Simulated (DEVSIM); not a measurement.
Device: TaN/AlN/p-GaSb capacitor, at 300 K.

| layer (left to right) | material | thickness (nm) | Na (cm⁻³) |
|---|---|---|---|
| 1 | AlN | 24.0 | - |
| 2 | GaSb | 18000 | 1.1e15 |

Metal gate on the left, work function 4.4 eV. Fixed charge at the semiconductor interface -4.69e11 cm⁻² (in units of +e); no interface traps.

This is a model device: material constants are rounded textbook-type values typed into the input, and sizes, dopings and lifetimes were drawn at random. Values at 300 K.

| parameter | AlN | GaSb |
|---|---|---|
| gap (eV) | 6.1 | 0.726 |
| affinity (eV) | 1.9 | 4.06 |
| permittivity | 8.5 | 15.7 |
| Nc (cm⁻³) | - | 2.1e17 |
| Nv (cm⁻³) | - | 1.8e19 |

DEVSIM, 1D Poisson equation in equilibrium, Boltzmann statistics, complete ionisation; no quantum confinement or tunnelling. Metal contacts follow the ideal Schottky-Mott rule: no Fermi-level pinning, no interface dipoles.

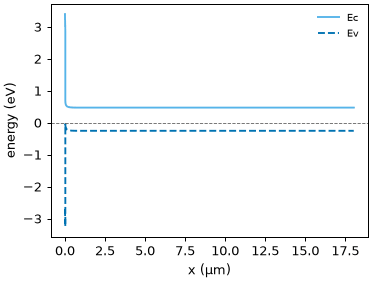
*Band edges at -0.9 V on the gate*

Energies count from the Fermi level of the right contact; mesh points crowd at the junctions.

```
x (μm)    Ec (eV)  Ev (eV)  n (cm⁻³)  p (cm⁻³)  field (V/cm)
--------  -------  -------  --------  --------  ------------
0.000       3.400   -2.700     < 1e2     < 1e2       -230000
0.001935    3.356   -2.744     < 1e2     < 1e2       -230000
0.006533    3.251   -2.849     < 1e2     < 1e2       -230000
0.01608     3.034   -3.066     < 1e2     < 1e2       -230000
0.02258     2.886   -3.213     < 1e2     < 1e2       -230000
0.02421     0.691   -0.035    530000    4.6e18       -160000
0.02651     0.662   -0.064   1600000    1.5e18        -95000
0.03709     0.607   -0.119     1.4e7    1.8e17        -32000
0.06224     0.559   -0.167     8.5e7    2.8e16        -12000
0.1281      0.516   -0.210     4.6e8    5.2e15         -3800
0.3140      0.484   -0.242     1.5e9    1.6e15          -670
1.153       0.475   -0.251     2.2e9    1.1e15           ≈ 0
3.146       0.475   -0.251     2.2e9    1.1e15           ≈ 0
8.369       0.475   -0.251     2.2e9    1.1e15           ≈ 0
15.46       0.475   -0.251     2.2e9    1.1e15           ≈ 0
17.10       0.475   -0.251     2.2e9    1.1e15           ≈ 0
17.68       0.475   -0.251     2.2e9    1.1e15           ≈ 0
17.90       0.475   -0.251     2.2e9    1.1e15           ≈ 0
17.99       0.475   -0.251     2.2e9    1.1e15           ≈ 0
18.01       0.475   -0.251     2.2e9    1.1e15           ≈ 0
18.02       0.475   -0.251     2.2e9    1.1e15           ≈ 0
18.02       0.475   -0.251     2.2e9    1.1e15           ≈ 0
```
